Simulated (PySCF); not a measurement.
**ZrSH2: a ladder of methods**

How much do the numbers for ZrSH2 (singlet) hang on the method? All levels run at one geometry, the PBE0 minimum.

Computed with PySCF 2.14.0. Level: several methods, basis Zr def2-TZVP with ECP28, S def2-TZVP, H def2-TZVP, scalar-relativistic core potentials, no spin–orbit coupling, density fitting.

### Step 1. The system as given

4 atoms, charge 0, spin multiplicity 1.

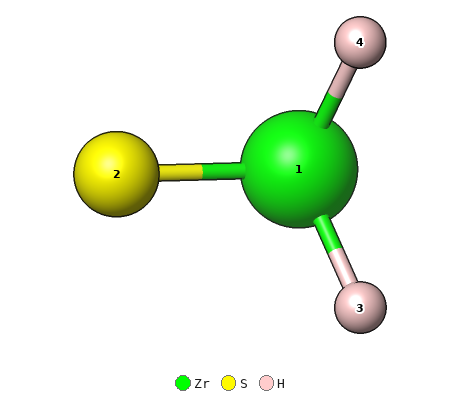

The starting geometry (zirconium green, sulfur yellow, hydrogen pink); atoms are numbered from 1 in the order of the file.

```xyz
4
charge 0 multiplicity 1
Zr    0.2497    0.4325   -0.2431
S    -0.7425   -1.2860    0.6545
H     1.9510    0.3559    0.4719
H    -0.6672    1.8675    0.4719
```

### Step 2. Real-space pictures of the lowest minimum

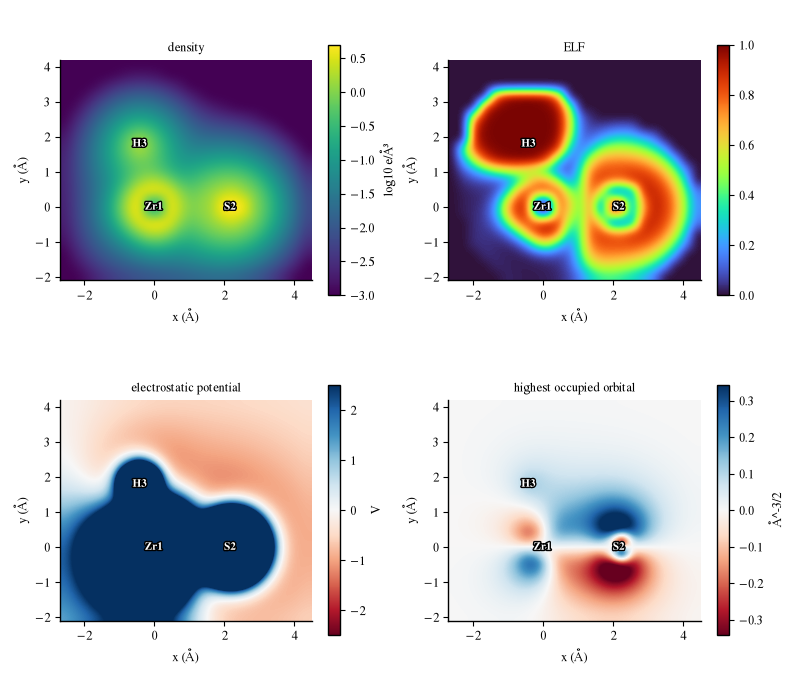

The plane holds Zr1 at (0.00, 0.00), S2 at (2.18, 0.00), H3 at (-0.42, 1.80) Å. ELF is set to 0 where the density is under 0.005 e/Å³; an orbital's overall sign is arbitrary. The potential's colours end at ±2.5 V. Electrons inside core potentials are absent.

Making the fields needed 0.6 s of wall time on 2 threads of Arm Neoverse V1, shared host.

### Step 3. PBE0

The steps are one call of a driver around PySCF; scf.py gives each level's set-up. Each SCF starts from the density of the minimum. The driver also runs the species with one electron less or more at the same geometry; their logs are not shown.

File scf.py:

```python
from pyscf import gto, scf, dft
mol = gto.M(atom='''
Zr     0.249694     0.432465    -0.243099
S     -0.742517    -1.286026     0.654492
H      1.950956     0.355872     0.471901
H     -0.667219     1.867537     0.471900''',
    basis={'Zr': 'def2-TZVP', 'S': 'def2-TZVP', 'H': 'def2-TZVP'},
    ecp={'Zr': 'def2-TZVP'},
    charge=0, spin=0)
mf = dft.RKS(mol, xc='PBE0')
mf.grids.atom_grid = (75, 302)
aux = {'Zr': 'def2-universal-JKFIT', 'S': 'def2-universal-JKFIT', 'H': 'def2-universal-JKFIT'}
mf = mf.density_fit(auxbasis=aux)
mf.conv_tol = 1e-08
mf.diis_space = 10
mf.max_cycle = 60
mf.verbose = 4
mf.kernel()
```

Launch:

```bash
$ OMP_NUM_THREADS=2 python axn.py task.json out
```

Log:

```text
init E= -446.286030684999
  HOMO = -0.271029862586167  LUMO = -0.105199751050907  gap/eV = 4.51247
cycle= 1 E= -446.286030684994  delta_E= 5.12e-12  |g|= 6.57e-06  |ddm|= 9.79e-06
  HOMO = -0.271028543012796  LUMO = -0.105199328381613  gap/eV = 4.51244
Extra cycle  E= -446.286030684987  delta_E= 6.93e-12  |g|= 8.62e-06  |ddm|= 1.19e-05
converged SCF energy = -446.286030684987
```

This level, with the species of one electron less or more, took 1.9 s.

* energy: -446.286031 Eh
* one electron less (charge +1): -445.939302 Eh (doublet, ⟨S²⟩ 0.76)
* one electron more (charge -1): -446.340400 Eh (doublet, ⟨S²⟩ 0.75)
* Mulliken charge of Zr1: +0.75 e

### Step 4. HF

Edit scf.py of step 3 so:

```diff
@@ -10,2 +10 @@
-mf = dft.RKS(mol, xc='PBE0')
-mf.grids.atom_grid = (75, 302)
+mf = scf.RHF(mol)
```

Log, cut to the lines that bear on the results:

```text
[... the frontier levels of the middle cycles are left out ...]
init E= -445.195783128724
  HOMO = -0.347759668097474  LUMO = -0.00918233068477024  gap/eV = 9.21316
cycle= 1 E= -445.213170235504  delta_E= -0.0174  |g|= 0.122  |ddm|= 0.327
  HOMO = -0.347526427564382  LUMO = -0.0370833112722089  gap/eV = 8.44759
cycle= 2 E= -445.214608364957  delta_E= -0.00144  |g|= 0.0934  |ddm|= 0.216
  HOMO = -0.354861071642148  LUMO = -0.0255533378938783  gap/eV = 8.96092
cycle= 3 E= -445.217468963502  delta_E= -0.00286  |g|= 0.0182  |ddm|= 0.0946
cycle= 4 E= -445.217628235295  delta_E= -0.000159  |g|= 0.00468  |ddm|= 0.0285
cycle= 5 E= -445.217649647686  delta_E= -2.14e-05  |g|= 0.00173  |ddm|= 0.011
cycle= 6 E= -445.217654906114  delta_E= -5.26e-06  |g|= 0.000769  |ddm|= 0.00528
cycle= 7 E= -445.217655926038  delta_E= -1.02e-06  |g|= 0.000318  |ddm|= 0.00221
cycle= 8 E= -445.217656120171  delta_E= -1.94e-07  |g|= 0.000134  |ddm|= 0.000998
cycle= 9 E= -445.217656161066  delta_E= -4.09e-08  |g|= 4.76e-05  |ddm|= 0.000545
cycle= 10 E= -445.217656165614  delta_E= -4.55e-09  |g|= 1.57e-05  |ddm|= 0.000179
  HOMO = -0.353328019124653  LUMO = -0.0271107094506711  gap/eV = 8.87683
Extra cycle  E= -445.217656165883  delta_E= -2.69e-10  |g|= 8.82e-06  |ddm|= 2.89e-05
converged SCF energy = -445.217656165883
```

This level, with the species of one electron less or more, took 1.3 s.

| Quantity | Value |
| --- | --- |
| energy | -445.217656 Eh |
| one electron less (charge +1) | -444.921971 Eh (doublet, ⟨S²⟩ 0.76) |
| one electron more (charge -1) | -445.267749 Eh (doublet, ⟨S²⟩ 0.76) |
| Mulliken charge of Zr1 | +1.00 e |

### Step 5. PBE

Edit scf.py of step 4 so:

```diff
@@ -10 +10,2 @@
-mf = scf.RHF(mol)
+mf = dft.RKS(mol, xc='PBE')
+mf.grids.atom_grid = (75, 302)
```

Log, cut to the lines that bear on the results:

```text
[... the frontier levels of the middle cycles are left out ...]
init E= -446.281569811508
  HOMO = -0.230774652623766  LUMO = -0.145021860425533  gap/eV = 2.33345
cycle= 1 E= -446.274077610039  delta_E= 0.00749  |g|= 0.181  |ddm|= 0.227
  HOMO = -0.228272416746938  LUMO = -0.100422977066784  gap/eV = 3.47896
cycle= 2 E= -446.14918154089  delta_E= 0.125  |g|= 0.606  |ddm|= 0.663
  HOMO = -0.231293317988545  LUMO = -0.135422934640017  gap/eV = 2.60877
cycle= 3 E= -446.283725461145  delta_E= -0.135  |g|= 0.043  |ddm|= 0.546
cycle= 4 E= -446.284212568391  delta_E= -0.000487  |g|= 0.0175  |ddm|= 0.0426
cycle= 5 E= -446.284283889954  delta_E= -7.13e-05  |g|= 0.00928  |ddm|= 0.0202
cycle= 6 E= -446.284310470318  delta_E= -2.66e-05  |g|= 0.00266  |ddm|= 0.00641
cycle= 7 E= -446.284312951381  delta_E= -2.48e-06  |g|= 0.000328  |ddm|= 0.00202
cycle= 8 E= -446.284312978537  delta_E= -2.72e-08  |g|= 0.000102  |ddm|= 0.000369
cycle= 9 E= -446.284312982204  delta_E= -3.67e-09  |g|= 1.02e-05  |ddm|= 0.000116
  HOMO = -0.23304785233228  LUMO = -0.135954272206728  gap/eV = 2.64205
Extra cycle  E= -446.284312982128  delta_E= 7.62e-11  |g|= 1.81e-05  |ddm|= 2.5e-05
converged SCF energy = -446.284312982128
```

This level, with the species of one electron less or more, took 11 s.

* energy: -446.284313 Eh
* one electron less (charge +1): -445.937609 Eh (doublet, ⟨S²⟩ 0.76)
* one electron more (charge -1): -446.334894 Eh (doublet, ⟨S²⟩ 0.75)
* Mulliken charge of Zr1: +0.68 e

### Step 6. B3LYP

Edit scf.py of step 5 so:

```diff
@@ -10 +10 @@
-mf = dft.RKS(mol, xc='PBE')
+mf = dft.RKS(mol, xc='B3LYP')
```

Log, cut to the lines that bear on the results:

```text
[... the frontier levels of the middle cycles are left out ...]
init E= -446.480817695624
  HOMO = -0.259956191787317  LUMO = -0.117086193148427  gap/eV = 3.88769
cycle= 1 E= -446.481990643259  delta_E= -0.00117  |g|= 0.0146  |ddm|= 0.155
  HOMO = -0.263947394785423  LUMO = -0.117499030958123  gap/eV = 3.98506
cycle= 2 E= -446.481981536121  delta_E= 9.11e-06  |g|= 0.015  |ddm|= 0.0277
  HOMO = -0.26210012022905  LUMO = -0.118068729133303  gap/eV = 3.91929
cycle= 3 E= -446.482013518505  delta_E= -3.2e-05  |g|= 0.0103  |ddm|= 0.0182
cycle= 4 E= -446.482042775969  delta_E= -2.93e-05  |g|= 0.00274  |ddm|= 0.00948
cycle= 5 E= -446.482045131381  delta_E= -2.36e-06  |g|= 0.000549  |ddm|= 0.00274
cycle= 6 E= -446.482045231599  delta_E= -1e-07  |g|= 0.000101  |ddm|= 0.000592
cycle= 7 E= -446.482045235769  delta_E= -4.17e-09  |g|= 3.22e-05  |ddm|= 0.000152
  HOMO = -0.262648442431517  LUMO = -0.117721602388822  gap/eV = 3.94366
Extra cycle  E= -446.48204523524  delta_E= 5.29e-10  |g|= 5.33e-05  |ddm|= 6.8e-05
converged SCF energy = -446.48204523524
```

This level, with the species of one electron less or more, needed 4.7 s of wall time on 2 threads of Arm Neoverse V1, shared host.

- energy: -446.482045 Eh
- one electron less (charge +1): -446.133441 Eh (doublet, ⟨S²⟩ 0.76)
- one electron more (charge -1): -446.536846 Eh (doublet, ⟨S²⟩ 0.75)
- Mulliken charge of Zr1: +0.77 e

### Step 7. r2SCAN

Edit scf.py of step 6 so:

```diff
@@ -10,2 +10,2 @@
-mf = dft.RKS(mol, xc='B3LYP')
-mf.grids.atom_grid = (75, 302)
+mf = dft.RKS(mol, xc='R2SCAN')
+mf.grids.atom_grid = (90, 434)
```

Log, cut to the lines that bear on the results:

```text
[... the frontier levels of the middle cycles are left out ...]
init E= -446.435918382883
  HOMO = -0.23967045448537  LUMO = -0.12887177058035  gap/eV = 3.01499
cycle= 1 E= -446.435966988154  delta_E= -4.86e-05  |g|= 0.0526  |ddm|= 0.105
  HOMO = -0.244553272858475  LUMO = -0.114733297032421  gap/eV = 3.53258
cycle= 2 E= -446.424474289395  delta_E= 0.0115  |g|= 0.189  |ddm|= 0.193
  HOMO = -0.239360115299692  LUMO = -0.12515382484496  gap/eV = 3.10771
cycle= 3 E= -446.436802115224  delta_E= -0.0123  |g|= 0.0101  |ddm|= 0.155
cycle= 4 E= -446.436829389664  delta_E= -2.73e-05  |g|= 0.00195  |ddm|= 0.00838
cycle= 5 E= -446.436830330948  delta_E= -9.41e-07  |g|= 0.000862  |ddm|= 0.00204
cycle= 6 E= -446.436830583747  delta_E= -2.53e-07  |g|= 0.000268  |ddm|= 0.000689
cycle= 7 E= -446.436830605767  delta_E= -2.2e-08  |g|= 2.52e-05  |ddm|= 0.000232
cycle= 8 E= -446.436830605934  delta_E= -1.67e-10  |g|= 9.04e-06  |ddm|= 2.47e-05
  HOMO = -0.239933748414565  LUMO = -0.125350016917648  gap/eV = 3.11798
Extra cycle  E= -446.436830605705  delta_E= 2.3e-10  |g|= 2.79e-05  |ddm|= 2.91e-05
converged SCF energy = -446.436830605705
```

This level, with the species of one electron less or more, took 15 s.

| Quantity | Value |
| --- | --- |
| energy | -446.436831 Eh |
| one electron less (charge +1) | -446.089001 Eh (doublet, ⟨S²⟩ 0.76) |
| one electron more (charge -1) | -446.492294 Eh (doublet, ⟨S²⟩ 0.75) |
| Mulliken charge of Zr1 | +0.80 e |

### Step 8. TPSSh

Edit scf.py of step 7 so:

```diff
@@ -10 +10 @@
-mf = dft.RKS(mol, xc='R2SCAN')
+mf = dft.RKS(mol, xc='TPSSH')
```

Log, cut to the lines that bear on the results:

```text
[... the frontier levels of the middle cycles are left out ...]
init E= -446.456719421652
  HOMO = -0.249650030150955  LUMO = -0.118005967648671  gap/eV = 3.58222
cycle= 1 E= -446.45730117763  delta_E= -0.000582  |g|= 0.012  |ddm|= 0.104
  HOMO = -0.25044322228685  LUMO = -0.118980154328574  gap/eV = 3.57729
cycle= 2 E= -446.457258786739  delta_E= 4.24e-05  |g|= 0.0177  |ddm|= 0.0299
  HOMO = -0.249714666508712  LUMO = -0.117080430391741  gap/eV = 3.60916
cycle= 3 E= -446.457331203603  delta_E= -7.24e-05  |g|= 0.0092  |ddm|= 0.02
cycle= 4 E= -446.457355677076  delta_E= -2.45e-05  |g|= 0.00394  |ddm|= 0.0102
cycle= 5 E= -446.457360407389  delta_E= -4.73e-06  |g|= 0.000441  |ddm|= 0.00286
cycle= 6 E= -446.457360476348  delta_E= -6.9e-08  |g|= 5.68e-05  |ddm|= 0.000427
cycle= 7 E= -446.457360477128  delta_E= -7.8e-10  |g|= 1.87e-05  |ddm|= 6.27e-05
  HOMO = -0.249474814273769  LUMO = -0.117578946348664  gap/eV = 3.58907
Extra cycle  E= -446.457360476775  delta_E= 3.53e-10  |g|= 3.85e-05  |ddm|= 4.29e-05
converged SCF energy = -446.457360476775
```

This level, with the species of one electron less or more, took 14 s.

| Property | Result |
| --- | --- |
| energy | -446.457360 Eh |
| one electron less (charge +1) | -446.110661 Eh (doublet, ⟨S²⟩ 0.76) |
| one electron more (charge -1) | -446.509239 Eh (doublet, ⟨S²⟩ 0.75) |
| Mulliken charge of Zr1 | +0.81 e |

### Step 9. r2SCAN0

Edit scf.py of step 8 so:

```diff
@@ -10 +10 @@
-mf = dft.RKS(mol, xc='TPSSH')
+mf = dft.RKS(mol, xc='HYB_MGGA_XC_R2SCAN0')
```

Log, cut to the lines that bear on the results:

```text
[... the frontier levels of the middle cycles are left out ...]
init E= -446.388454412516
  HOMO = -0.276286332854767  LUMO = -0.0952704183746277  gap/eV = 4.92569
cycle= 1 E= -446.388782493309  delta_E= -0.000328  |g|= 0.0361  |ddm|= 0.0928
  HOMO = -0.274113037329616  LUMO = -0.105361743934828  gap/eV = 4.59196
cycle= 2 E= -446.386378838731  delta_E= 0.0024  |g|= 0.0938  |ddm|= 0.101
  HOMO = -0.276876683598785  LUMO = -0.0986935381185948  gap/eV = 4.84861
cycle= 3 E= -446.389158569298  delta_E= -0.00278  |g|= 0.00577  |ddm|= 0.0765
cycle= 4 E= -446.389170292231  delta_E= -1.17e-05  |g|= 0.00135  |ddm|= 0.00649
cycle= 5 E= -446.389170786621  delta_E= -4.94e-07  |g|= 0.000259  |ddm|= 0.00117
cycle= 6 E= -446.389170817176  delta_E= -3.06e-08  |g|= 9.21e-05  |ddm|= 0.000366
cycle= 7 E= -446.389170820916  delta_E= -3.74e-09  |g|= 2.46e-05  |ddm|= 0.000135
  HOMO = -0.276001934594264  LUMO = -0.0984285843080138  gap/eV = 4.83202
Extra cycle  E= -446.389170820234  delta_E= 6.82e-10  |g|= 5.58e-05  |ddm|= 6.78e-05
converged SCF energy = -446.389170820234
```

This level, with the species of one electron less or more, took 14 s.

| Item | Value |
| --- | --- |
| energy | -446.389171 Eh |
| one electron less (charge +1) | -446.043708 Eh (doublet, ⟨S²⟩ 0.76) |
| one electron more (charge -1) | -446.447461 Eh (doublet, ⟨S²⟩ 0.75) |
| Mulliken charge of Zr1 | +0.81 e |

### Step 10. M06-2X

Edit scf.py of step 9 so:

```diff
@@ -10 +10 @@
-mf = dft.RKS(mol, xc='HYB_MGGA_XC_R2SCAN0')
+mf = dft.RKS(mol, xc='M062X')
```

Log, cut to the lines that bear on the results:

```text
[... the frontier levels of the middle cycles are left out ...]
init E= -446.316254333053
  HOMO = -0.305217216785929  LUMO = -0.0784391605536797  gap/eV = 6.17095
cycle= 1 E= -446.318061794228  delta_E= -0.00181  |g|= 0.0472  |ddm|= 0.219
  HOMO = -0.307901145521043  LUMO = -0.0902383073260899  gap/eV = 5.92291
cycle= 2 E= -446.316756516171  delta_E= 0.00131  |g|= 0.0783  |ddm|= 0.113
  HOMO = -0.310450160930411  LUMO = -0.0834696283086167  gap/eV = 6.17645
cycle= 3 E= -446.318591633797  delta_E= -0.00184  |g|= 0.0119  |ddm|= 0.0727
cycle= 4 E= -446.318640176836  delta_E= -4.85e-05  |g|= 0.00265  |ddm|= 0.0121
cycle= 5 E= -446.318643452338  delta_E= -3.28e-06  |g|= 0.000711  |ddm|= 0.00387
cycle= 6 E= -446.318644326589  delta_E= -8.74e-07  |g|= 0.000254  |ddm|= 0.00263
cycle= 7 E= -446.318644394167  delta_E= -6.76e-08  |g|= 6.43e-05  |ddm|= 0.000627
cycle= 8 E= -446.318644400002  delta_E= -5.84e-09  |g|= 1.54e-05  |ddm|= 0.000209
  HOMO = -0.309074269104155  LUMO = -0.0839394238051952  gap/eV = 6.12623
Extra cycle  E= -446.318644400186  delta_E= -1.84e-10  |g|= 1.55e-05  |ddm|= 3.99e-05
converged SCF energy = -446.318644400186
```

This level, with the species of one electron less or more, needed 15 s of wall time on 2 threads of Arm Neoverse V1, shared host.

```
energy                        : -446.318644 Eh
one electron less (charge +1) : -445.971018 Eh (doublet, ⟨S²⟩ 0.75)
one electron more (charge -1) : -446.377107 Eh (doublet, ⟨S²⟩ 0.75)
Mulliken charge of Zr1        : +0.65 e
```

### Step 11. All levels side by side

| level | atomisation energy (kJ/mol) | vertical ionisation energy (eV) | vertical electron affinity (eV) | −ε(HOMO) (eV) | gap (eV) | dipole (D) | wall time |
| --- | --- | --- | --- | --- | --- | --- | --- |
| PBE0 | 1124 | 9.43 | 1.48 | 7.38 | 4.51 | 5.87 | 1.9 s |
| HF | 718 | 8.05 | 1.36 | 9.61 | 8.88 | 7.04 | 1.3 s |
| PBE | 1176 | 9.43 | 1.38 | 6.34 | 2.64 | 5.40 | 11 s |
| B3LYP | 1120 | 9.49 | 1.49 | 7.15 | 3.94 | 5.74 | 4.7 s |
| r2SCAN | 1170 | 9.46 | 1.51 | 6.53 | 3.12 | 5.82 | 15 s |
| TPSSh | 1176 | 9.43 | 1.41 | 6.79 | 3.59 | 5.87 | 14 s |
| r2SCAN0 | 1114 | 9.40 | 1.59 | 7.51 | 4.83 | 6.09 | 14 s |
| M06-2X | 1079 | 9.46 | 1.59 | 8.41 | 6.13 | 5.94 | 15 s |

Times are for 2 threads of Arm Neoverse V1, shared host; PBE0 starts from its own converged density, so its time is not comparable. A dash stands where a species or a free atom was not run at that level, or the quantity is not defined.

Atomisation goes to high-spin atoms in their ground configurations, run at the same level, without zero-point energy.

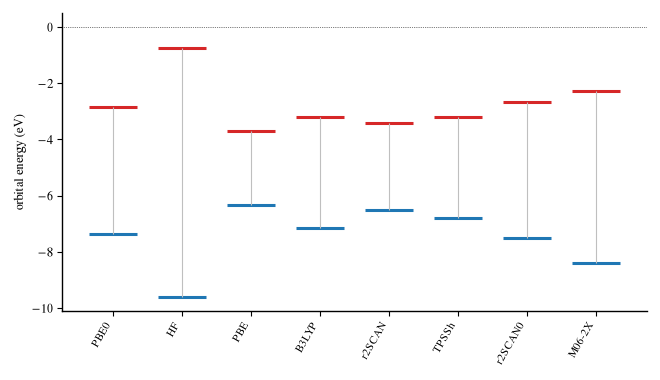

Highest occupied (blue) and lowest empty (red) levels by method.

### Step 12. Outcome

| quantity | value |
| --- | --- |
| atomisation energy, range | 718 (HF) to 1176 (PBE) kJ/mol |
| vertical ionisation energy, range | 8.05 (HF) to 9.49 (B3LYP) eV |
| vertical electron affinity, range | 1.36 (HF) to 1.59 (M06-2X) eV |
| orbital gap, range | 2.64 (PBE) to 8.88 (HF) eV |

In words: The atomisation energy spreads over 459 kJ/mol, from HF to PBE; without a CCSD(T) value for it there is no yardstick here. Without diffuse functions electron affinities tend to come out too low. Whether spin polarisation would lower the closed shell was not checked.
